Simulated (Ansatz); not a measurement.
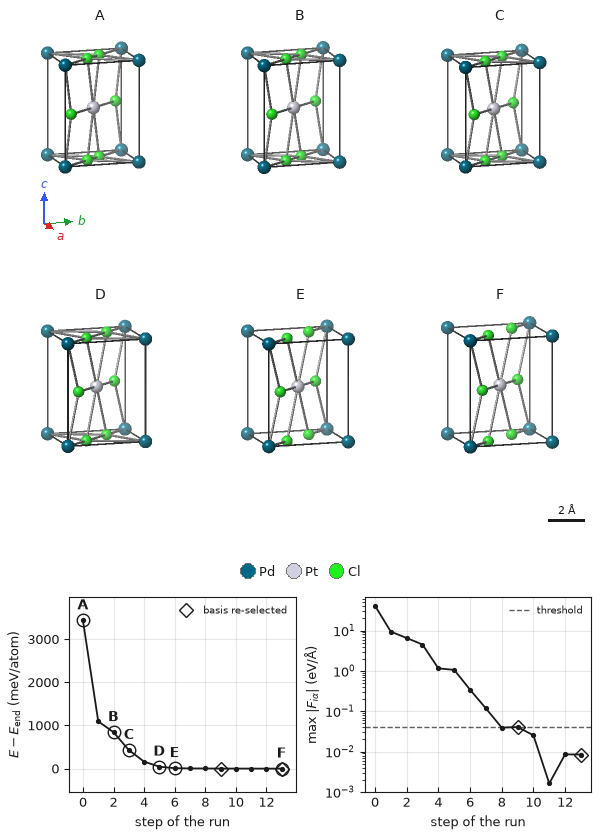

Frames of a relaxation of solid PdPtCl4 (a generated structure, set up in Cmmm) (coarse preliminary run), marked on the history of the run. A ball-and-stick model of the cell of the calculation, seen slightly off an axis.

Theory: DFT PBE, scalar-relativistic, plane waves, PAW in Ansatz. Set-up: plane-wave cutoff 420 eV; k-point mesh 4 × 4 × 4; occupations gaussian; smearing width 0.1 eV; no spin polarisation; cell and atoms relaxed; force threshold 0.04 eV/Å; at most 70 steps.

Describe the path.

After 11 accepted moves (13 points after the start) the energy has fallen by 3435 meV per atom. Largest force component: 41 eV/Å at the start, 0.0085 eV/Å at the end. Pressure: 55.06 GPa at the start and 0.04 GPa at the end. The SCF was repeated twice at an unchanged geometry on a basis and grid sized afresh for the cell, which shifted the energy by 2.0 meV per atom at most. The largest moves relative to the cell, 0.73 Å, are those of Cl atoms. Pd and Pt stay in place. Cell: a = b 4.580 → 5.013 Å (+9.5 %), c 5.881 → 6.136 Å (+4.3 %), γ 100.3° → 95.7°. Volume +26.4 %. Near-neighbour distances that change, for instance: Cl–Cl 1.475 → 3.011 Å, Cl–Cl 1.473 → 2.935 Å, Cl–Pt 3.027 → 3.685 Å, Cl–Pd 3.027 → 3.670 Å. Bonds break: Cl–Cl (1.47 → 2.94 Å), Cl–Cl (1.47 → 3.01 Å). The space group stays Cmmm (No. 65). From step 0 to 2: Cl atoms move most (0.19 Å), volume +5.8 %, energy −2591 meV per atom. From step 2 to 3: Cl atoms move most (0.16 Å), volume −6.6 %, energy −414 meV per atom. From step 3 to 5: Cl atoms move most (0.24 Å), volume +11.1 %, energy −386 meV per atom. From step 5 to 6: Cl atoms move most (0.08 Å), volume +4.8 %, energy −34.3 meV per atom. From step 6 to 13: Cl atoms move most (0.08 Å), volume +9.8 %, energy −10.5 meV per atom.
